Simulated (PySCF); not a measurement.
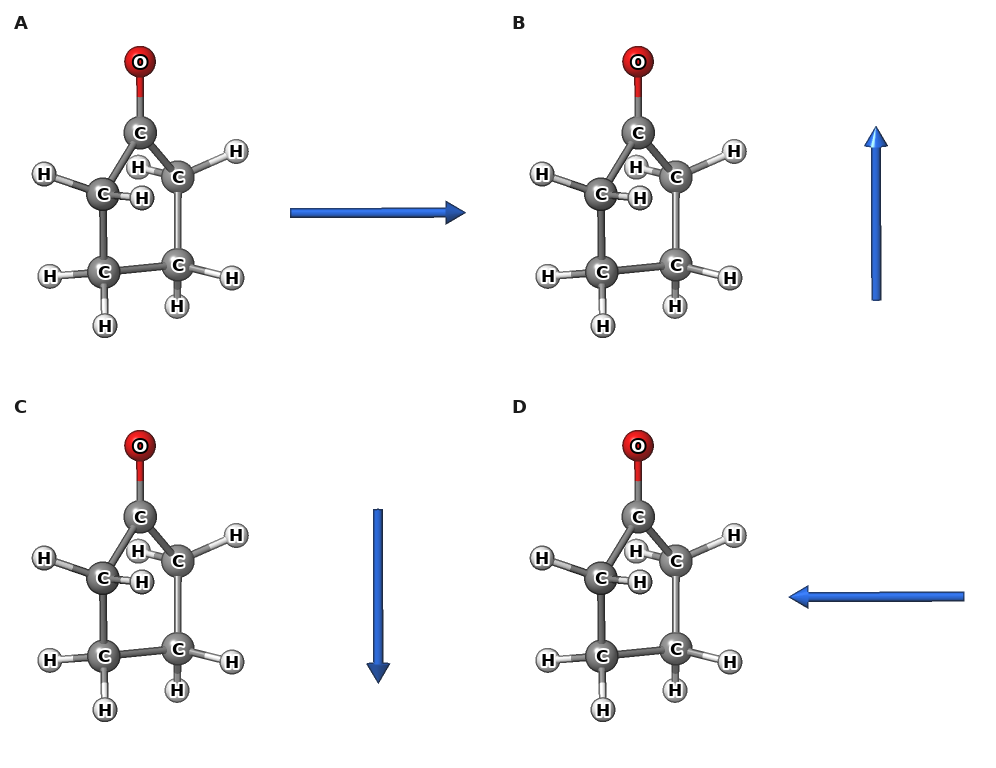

The same molecule four times, each with an arrow. Computed geometry: PBE0-D3(BJ)/def2-SVP optimisation. No frequency run is at hand to confirm it as a minimum. Level of theory: HF/def2-SVPD, gas phase (PySCF 2.14.0).

**Which arrow points along the dipole moment, from the negative to the positive end?**

C. The dipole moment is 3.65 D.
